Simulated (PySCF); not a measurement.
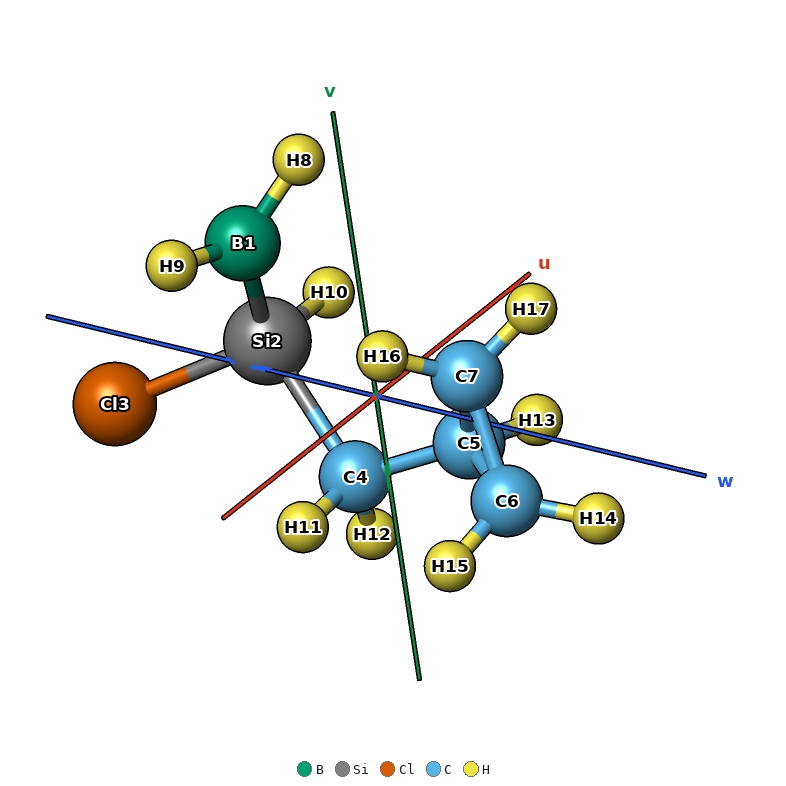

The lines u, v and w are the principal axes of the static dipole polarisability. The geometry was computed by an optimisation with GFN2-xTB. No frequency run is at hand to confirm it as a minimum. Method: PBE0/def2-SVPD (PySCF 2.14.0).

### Along which axis is the molecule most polarisable, and along which least?

Most along w (close to the long direction Cl3···C6), least along u.

### Give the three principal values.

u 84.3, v 98.5, w 117.7 bohr³; mean 100.2, anisotropy 29.0 bohr³.

The geometry is semi-empirical. Around B, Si such bond lengths and angles can be off by a tenth of an ångström or more and by several degrees, and values that hang on the shape move with them.
